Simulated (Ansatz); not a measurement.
**InSiH5 (SMILES [SiH3][InH2]) at HF/STO-3G**

Aim: the electronic atomisation energy of InSiH5 at HF/STO-3G, from 4 runs. 

The results are computed with Ansatz 0.2.0.

37 further runs of the same task are left out: 37 set aside as unsound or not needed.

### 1 The molecule

InSiH5 has 7 atoms, charge 0, and is taken as a singlet. SMILES: `[SiH3][InH2]`. The shape is that of a PBE0-D4/def2-TZVP optimisation.

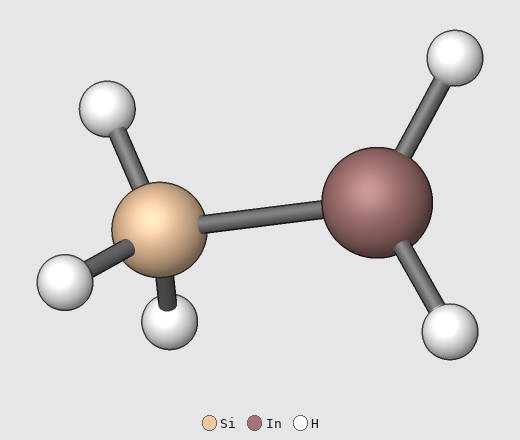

The structure, seen from a chosen angle (silicon light orange, indium brown, hydrogen white).

### 2 A single-point energy at HF/STO-3G

in.yaml

```yaml
crystal:
  periodic: [false, false, false]
  atoms:
    - symbol: Si
      position_ang: [-0.667100, -0.641500, -0.642100]
    - symbol: In
      position_ang: [0.830800, 0.837600, 0.840500]
    - symbol: H
      position_ang: [-2.119900, -0.371100, -0.463600]
    - symbol: H
      position_ang: [-0.432000, -2.083300, -0.345900]
    - symbol: H
      position_ang: [-0.338000, -0.425500, -2.080000]
    - symbol: H
      position_ang: [0.179100, 2.062100, 1.872000]
    - symbol: H
      position_ang: [2.547100, 0.621800, 0.819100]
basis:
  gaussian: {orbitals: STO-3G}
output: {orbitals: {seedname: orbitals}}
hamiltonian: {xc: hf}
accuracy: high
```

The run is started by

```console
$ ansatz run in.yaml --threads 1 --pin off --max-ram 3480MiB --events-out events.jsonl --progress --plain --runs-dir runs
```

What it wrote:

```text
Warning: RAYON_NUM_THREADS=1 ignored (pool sized by the plan → 1); use --threads N
Functional definition: HF
  name "HF"
  exchange = exact_x
  correlation = 0
761 factors; integrals over basis functions are off by at most 4.1e-9 eV
mean field evaluation 1: about -162488.8025 eV, gradient 1.0e1 eV
mean field evaluation 2: about -162488.7972 eV, gradient 1.0e1 eV
mean field evaluation 4: about -162489.4684 eV, gradient 4.5e-1 eV
mean field evaluation 8: about -162489.4700 eV, gradient 3.5e-5 eV
mean field -162489.47002544 eV, -5971.3778841163 hartree, gradient 7.2e-8 eV, S^2 0.000000; 0 other end points of the search recorded, 0 dependent functions left out
reference -162489.47002544 eV, -5971.3778841163 hartree; 34, 34 occupied and 7, 7 virtual orbitals, 761 factors
Total energy: -162489.47002544 eV, -5971.3778841163 hartree
```

Wall time 0.6 s (1 thread of Arm Neoverse V2, shared host); peak memory 0.097 GiB.

### 3 The H atom at the same level

input.yaml

```yaml
crystal:
  periodic: [false, false, false]
  atoms:
    - {symbol: H, position_ang: [0.000000, 0.000000, 0.000000]}
basis:
  gaussian:
    orbitals: STO-3G
magnetization:
  spin_polarized: true
  initial_magnetization: 1
hamiltonian:
  xc: hf
accuracy: high
```

The run is started by

```console
$ ansatz run input.yaml --threads 1 --pin off --max-ram 3480MiB --events-out events.jsonl --progress --plain --runs-dir runs
```

What it wrote:

```text
Warning: RAYON_NUM_THREADS=1 ignored (pool sized by the plan → 1); use --threads N
Functional definition: HF
  name "HF"
  exchange = exact_x
  correlation = 0
1 factors; integrals over basis functions are off by at most 4.6e-10 eV
mean field evaluation 1: about -12.6963 eV, gradient 0.0e0 eV
mean field evaluation 2: about -12.6963 eV, gradient 0.0e0 eV
mean field -12.69633895 eV, -0.4665818504 hartree, gradient 0.0e0 eV, S^2 0.750000; 0 other end points of the search recorded, 0 dependent functions left out
reference -12.69633895 eV, -0.4665818504 hartree; 1, 0 occupied and 0, 1 virtual orbitals, 1 factors
Total energy: -12.69633895 eV, -0.4665818504 hartree
```

Wall time 0.02 s (1 thread of Arm Neoverse V2, shared host).

### 4 The In atom, same level

input.yaml

```yaml
crystal:
  periodic: [false, false, false]
  atoms:
    - {symbol: In, position_ang: [0.000000, 0.000000, 0.000000]}
basis:
  gaussian:
    orbitals: STO-3G
total_charge: 0
magnetization:
  spin_polarized: true
  initial_magnetization: 1
hamiltonian:
  xc: hf
accuracy: high
```

Run the same way, it converges to -5682.77739 Eh (log not shown).

### 5 The Si atom at the same level

job.yaml

```yaml
crystal:
  periodic: [false, false, false]
  atoms:
    - {symbol: Si, position_ang: [0.000000, 0.000000, 0.000000]}
basis:
  gaussian:
    orbitals: STO-3G
magnetization:
  spin_polarized: true
  initial_magnetization: 2
hamiltonian:
  xc: hf
accuracy: high
```

Run the same way, it converges to -285.46622 Eh (log not shown).

### 6 What came out

Level: HF/STO-3G.

| quantity | value |
| --- | --- |
| molecule: total energy | -5971.37788 Eh |
| molecule: HOMO energy | -7.20 eV |
| molecule: LUMO energy | 5.46 eV |
| molecule: HOMO–LUMO gap | 12.66 eV |
| H atom: total energy | -0.46658 Eh |
| H atom: ⟨S²⟩ | 0.750 |
| In atom: total energy | -5682.77739 Eh |
| In atom: ⟨S²⟩ | 0.750 |
| Si atom: total energy | -285.46622 Eh |
| Si atom: ⟨S²⟩ | 2.000 |
| electronic atomisation energy | 21.806 eV |

**Reading.** Taking the molecule apart into free atoms costs 21.81 eV (2104 kJ/mol), before zero-point energy and without spin-orbit coupling. Hartree–Fock lacks the correlation of the bonding pairs, which as a rule makes this value much too low; in minimal bases other errors can mask that. In a minimal basis such a difference can be off by several eV, whatever the method. Relativity is left out (molecule) although the molecule holds a heavy atom. Relativity is left out (In atom) although the molecule holds a heavy atom.
